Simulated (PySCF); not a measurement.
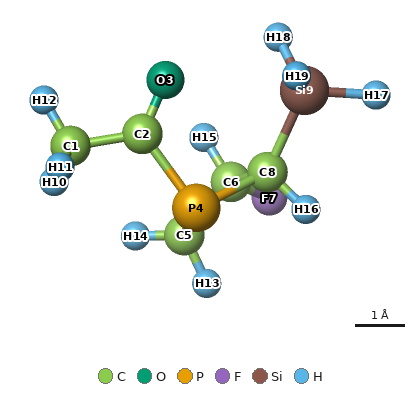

**Figure 1.** The structure as given in the input (ball-and-stick view, seen at a tilt; atoms are numbered from 1 in the order of the input). Bond lengths as drawn: C–C 1.50 to 1.53 Å, C–F 1.37 Å, C–H 1.10 Å, C–O 1.21 Å, C–P 1.87 to 1.89 Å, C–Si 1.90 Å and H–Si 1.49 to 1.50 Å.

**C5H10FOPSi: a changed input and its effect**

System: C5H10FOPSi.
Method of run A: GIAO PBE0/pcSseg-1 NMR shielding, non-relativistic, IEF-PCM chloroform (PySCF 2.14.0).

The geometry comes from this level: PBE0-D3(BJ)/def2-SVP. Text and figures count atoms from 1; the logs count them from 0 in places.

The input, run A:
```
{"job": {"kind": "nmr", "xc": "PBE0", "basis": "pcSseg-1", "solvent": "chloroform", "pop": true}, "charge": 0, "multiplicity": 1}
C      2.612044     1.029241    -0.491861
C      1.138361     1.011240    -0.194717
O      0.656896     1.578790     0.757553
P      0.035970     0.176998    -1.475984
C      0.360028    -1.619065    -0.994966
C     -0.587482    -1.442436     0.185359
F     -1.331546    -2.547326     0.500878
C     -1.394221    -0.248493    -0.341647
Si    -2.184480     1.005694     0.849282
H      2.985230     0.017014    -0.711969
H      2.789104     1.640140    -1.391689
H      3.157628     1.461619     0.357293
H     -0.090402    -2.261679    -1.767346
H      1.384302    -1.961253    -0.788511
H     -0.022836    -1.149893     1.088490
H     -2.182655    -0.635269    -1.011105
H     -3.642893     0.670706     0.938989
H     -1.612671     0.897304     2.220725
H     -2.084716     2.395875     0.318445
```

The first line tells a small driver script what to run in PySCF; the rest is the geometry in Å.

Launched with:
```bash
OMP_NUM_THREADS=1 python <driver script> task.json out
```

Hardware: 1 CPU thread, shared host.

Output (run A):
```
coarse grid: 17056 points
cycle   1  E = -1001.5027137444  dE =  1.047e+00  |g| = 8.666e-01  |ddm| = 3.975e+00
cycle   2  E = -1001.1240925532  dE =  3.786e-01  |g| = 1.653e+00  |ddm| = 2.048e+00
cycle   3  E = -1001.6366038883  dE = -5.125e-01  |g| = 2.081e-01  |ddm| = 1.589e+00
cycle   4  E = -1001.6445872469  dE = -7.983e-03  |g| = 6.817e-02  |ddm| = 1.887e-01
cycle   5  E = -1001.6453704045  dE = -7.832e-04  |g| = 1.416e-02  |ddm| = 5.818e-02
cycle   6  E = -1001.6454090009  dE = -3.860e-05  |g| = 4.657e-03  |ddm| = 1.703e-02
cycle   7  E = -1001.6454130631  dE = -4.062e-06  |g| = 1.180e-03  |ddm| = 4.492e-03
final grid: 156424 points
cycle   8  E = -1001.7173908135  dE = -2.345e-05  |g| = 1.348e-02  |ddm| = 3.225e-02
cycle   9  E = -1001.7173151449  dE =  7.567e-05  |g| = 2.408e-02  |ddm| = 2.703e-02
cycle  10  E = -1001.7174272926  dE = -1.121e-04  |g| = 2.534e-03  |ddm| = 1.798e-02
cycle  11  E = -1001.7174286419  dE = -1.349e-06  |g| = 3.362e-04  |ddm| = 2.272e-03
cycle  12  E = -1001.7174286589  dE = -1.702e-08  |g| = 1.752e-04  |ddm| = 4.144e-04
cycle  13  E = -1001.7174286651  dE = -6.151e-09  |g| = 2.954e-05  |ddm| = 1.585e-04
cycle  14  E = -1001.7174286653  dE = -1.808e-10  |g| = 7.498e-06  |ddm| = 4.107e-05
converged SCF energy = -1001.7174286653

GIAO shielding tensors (ppm)
atom      isotropic    diamagn.    paramagn.     s11        s22        s33       span
  0 C      151.022     252.212    -101.191    123.486    139.519    190.060     66.574
  1 C      -53.905     256.237    -310.142   -145.276   -106.249     89.808    235.084
  2 O     -375.027     404.663    -779.689  -1024.131   -414.015    313.065   1337.196
  3 P      355.331     968.019    -612.687    261.835    343.187    460.971    199.136
  4 C      145.911     255.716    -109.805    122.196    144.622    170.915     48.718
  5 C       95.412     247.520    -152.108     63.803     79.455    142.977     79.174
  6 F      316.031     471.253    -155.221    219.025    343.468    385.601    166.575
  7 C      156.516     260.493    -103.977    135.257    151.235    183.056     47.799
  8 Si     414.945     878.557    -463.611    378.152    405.619    461.065     82.913
  9 H       28.292      29.713      -1.420     24.688     29.646     30.544      5.856
 10 H       28.662      27.491       1.171     25.193     27.676     33.117      7.925
 11 H       29.105      28.041       1.064     25.749     27.162     34.404      8.655
 12 H       28.559      31.177      -2.618     25.890     26.652     33.135      7.245
 13 H       28.636      31.142      -2.506     24.962     26.208     34.737      9.775
 14 H       26.590      32.321      -5.731     24.289     26.420     29.061      4.772
 15 H       29.143      32.360      -3.217     25.406     28.612     33.410      8.004
 16 H       27.274      28.134      -0.860     23.385     25.586     32.852      9.467
 17 H       26.930      28.823      -1.893     23.874     25.517     31.399      7.524
 18 H       27.237      28.602      -1.365     24.025     25.654     32.031      8.006
```

For run B the input was changed thus:
```diff
-"solvent": "chloroform"
-"pop": true
+"solvent": "methanol"
+"pop": false
```

How does run B compare with run A?

The total energy of run B is 1.8 kcal/mol lower: the change of the electrostatic solvation energy at this fixed geometry, without cavity or dispersion terms. The LUMO goes from −1.15 to −1.10 eV. The dipole moment goes from 4.22 to 4.56 D. Of all shieldings, the largest change is that of O3, by +12.8 ppm. The number of SCF iterations is the same.

Output (run B):
```
coarse grid: 17056 points
cycle   1  E = -1001.5089025416  dE =  1.041e+00  |g| = 8.602e-01  |ddm| = 3.975e+00
cycle   2  E = -1001.1658848015  dE =  3.430e-01  |g| = 1.598e+00  |ddm| = 1.929e+00
cycle   3  E = -1001.6403116392  dE = -4.744e-01  |g| = 1.989e-01  |ddm| = 1.472e+00
cycle   4  E = -1001.6476014127  dE = -7.290e-03  |g| = 6.386e-02  |ddm| = 1.753e-01
cycle   5  E = -1001.6482949682  dE = -6.936e-04  |g| = 1.308e-02  |ddm| = 5.497e-02
cycle   6  E = -1001.6483272802  dE = -3.231e-05  |g| = 4.354e-03  |ddm| = 1.528e-02
cycle   7  E = -1001.6483308291  dE = -3.549e-06  |g| = 1.101e-03  |ddm| = 4.092e-03
final grid: 156424 points
cycle   8  E = -1001.7202972658  dE = -2.435e-05  |g| = 1.327e-02  |ddm| = 3.211e-02
cycle   9  E = -1001.7202275209  dE =  6.974e-05  |g| = 2.334e-02  |ddm| = 2.614e-02
cycle  10  E = -1001.7203327840  dE = -1.053e-04  |g| = 2.402e-03  |ddm| = 1.711e-02
cycle  11  E = -1001.7203339891  dE = -1.205e-06  |g| = 3.226e-04  |ddm| = 2.099e-03
cycle  12  E = -1001.7203340041  dE = -1.498e-08  |g| = 1.741e-04  |ddm| = 3.959e-04
cycle  13  E = -1001.7203340101  dE = -6.034e-09  |g| = 2.737e-05  |ddm| = 1.550e-04
cycle  14  E = -1001.7203340103  dE = -1.469e-10  |g| = 7.127e-06  |ddm| = 3.703e-05
converged SCF energy = -1001.7203340103

GIAO shielding tensors (ppm)
atom      isotropic    diamagn.    paramagn.     s11        s22        s33       span
  0 C      150.629     252.093    -101.464    122.385    139.202    190.300     67.916
  1 C      -55.742     256.189    -311.931   -149.388   -107.688     89.851    239.239
  2 O     -362.205     405.053    -767.258   -996.713   -402.752    312.850   1309.563
  3 P      354.947     968.105    -613.158    262.010    341.099    461.731    199.720
  4 C      145.718     255.630    -109.913    121.283    144.694    171.176     49.893
  5 C       95.296     247.772    -152.477     63.619     79.115    143.152     79.533
  6 F      318.823     471.565    -152.743    222.902    346.140    387.427    164.525
  7 C      156.872     260.517    -103.645    135.807    151.517    183.293     47.486
  8 Si     414.875     878.635    -463.760    377.858    405.183    461.583     83.725
  9 H       28.150      29.522      -1.372     24.528     29.496     30.425      5.897
 10 H       28.598      27.365       1.234     25.118     27.601     33.076      7.958
 11 H       29.126      28.021       1.105     25.765     27.182     34.429      8.664
 12 H       28.486      31.089      -2.603     25.795     26.592     33.072      7.277
 13 H       28.508      30.981      -2.473     24.804     26.065     34.655      9.851
 14 H       26.542      32.330      -5.788     24.227     26.373     29.028      4.801
 15 H       29.074      32.293      -3.220     25.310     28.523     33.388      8.078
 16 H       27.302      28.222      -0.921     23.417     25.609     32.880      9.463
 17 H       26.979      28.955      -1.976     23.940     25.579     31.419      7.480
 18 H       27.266      28.701      -1.435     24.066     25.682     32.052      7.986
```

The two runs side by side:

```csv
quantity,run A,run B
outcome,converged,converged
total energy (hartree),−1001.717429,−1001.720334
HOMO (eV),−6.86,−6.83
LUMO (eV),−1.15,−1.10
dipole moment (D),4.22,4.56
shielding of C1 (ppm),151.0,150.6
shielding of C2 (ppm),−53.9,−55.7
shielding of O3 (ppm),−375.0,−362.2
shielding of P4 (ppm),355.3,354.9
shielding of C5 (ppm),145.9,145.7
shielding of F7 (ppm),316.0,318.8
shielding of C8 (ppm),156.5,156.9
SCF iterations,14,14
basis functions,217,217
wall time (shared host),36 s,34 s
```
